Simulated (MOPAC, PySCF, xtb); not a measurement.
Potential energy curve for H₃ClSi, SMILES [SiH3]Cl, singlet. The Si1–Cl5 bond (Si1 also carries H, H, H; Cl5 carries nothing else) is varied alone, starting from the PBE0/def2-TZVP optimised geometry.

```
5

Si     0.0000     0.0000     0.0000
H      0.0000     1.4040    -0.4706
H     -1.2158    -0.7020    -0.4707
H      1.2159    -0.7020    -0.4707
Cl     0.0000     0.0000     2.0538
```

Levels: PM6, restricted, heats of formation (MOPAC); GFN1-xTB (xtb); RKS-BLYP = PySCF 2.14.0 with restricted BLYP/def2-TZVP.

Energies are in kJ/mol, each relative to the lowest point of its own curve near equilibrium.

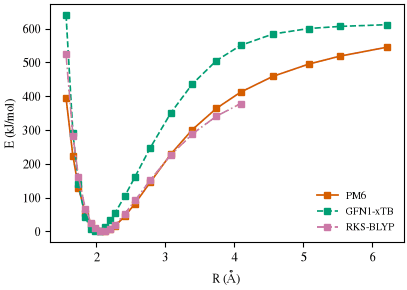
Figure: Energy against bond length for each method.

```json
[
 {"R / Å": "1.56", "PM6": "394.9", "GFN1-xTB": "640.8", "RKS-BLYP": "524.1"},
 {"R / Å": "1.66", "PM6": "223.3", "GFN1-xTB": "291.6", "RKS-BLYP": "283.5"},
 {"R / Å": "1.74", "PM6": "129.2", "GFN1-xTB": "139.0", "RKS-BLYP": "161.0"},
 {"R / Å": "1.84", "PM6": "54.9", "GFN1-xTB": "41.3", "RKS-BLYP": "67.6"},
 {"R / Å": "1.92", "PM6": "21.4", "GFN1-xTB": "8.3", "RKS-BLYP": "26.2"},
 {"R / Å": "1.98", "PM6": "7.5", "GFN1-xTB": "0.0", "RKS-BLYP": "9.0"},
 {"R / Å": "2.05", "PM6": "0.1", "GFN1-xTB": "2.3", "RKS-BLYP": "0.0"},
 {"R / Å": "2.12", "PM6": "0.0", "GFN1-xTB": "13.3", "RKS-BLYP": "0.0"},
 {"R / Å": "2.20", "PM6": "6.4", "GFN1-xTB": "33.0", "RKS-BLYP": "7.9"},
 {"R / Å": "2.27", "PM6": "16.2", "GFN1-xTB": "54.3", "RKS-BLYP": "19.6"},
 {"R / Å": "2.41", "PM6": "44.2", "GFN1-xTB": "103.6", "RKS-BLYP": "51.4"},
 {"R / Å": "2.56", "PM6": "82.2", "GFN1-xTB": "161.4", "RKS-BLYP": "91.4"},
 {"R / Å": "2.78", "PM6": "145.1", "GFN1-xTB": "246.7", "RKS-BLYP": "151.6"},
 {"R / Å": "3.08", "PM6": "228.8", "GFN1-xTB": "350.6", "RKS-BLYP": "225.9"},
 {"R / Å": "3.39", "PM6": "300.8", "GFN1-xTB": "435.7", "RKS-BLYP": "288.0"},
 {"R / Å": "3.74", "PM6": "363.8", "GFN1-xTB": "505.0", "RKS-BLYP": "340.6"},
 {"R / Å": "4.09", "PM6": "411.8", "GFN1-xTB": "550.1", "RKS-BLYP": "377.9"},
 {"R / Å": "4.56", "PM6": "458.6", "GFN1-xTB": "583.8", "RKS-BLYP": "—"},
 {"R / Å": "5.08", "PM6": "495.0", "GFN1-xTB": "600.1", "RKS-BLYP": "—"},
 {"R / Å": "5.53", "PM6": "518.3", "GFN1-xTB": "606.3", "RKS-BLYP": "—"},
 {"R / Å": "6.22", "PM6": "545.1", "GFN1-xTB": "611.5", "RKS-BLYP": "—"}
]
```

At the longest distance, 6.22 Å, GFN1-xTB lies highest above its minimum (611.5 kJ/mol) and PM6 lowest (545.1 kJ/mol).

Dashes: no converged value, or the column stops at the first point that the program doubted or that broke a chosen test of continuity, which isn't proof of a fault.

The restricted form behind PM6, RKS-BLYP keeps the bonding electrons paired and can't separate into open-shell fragments.
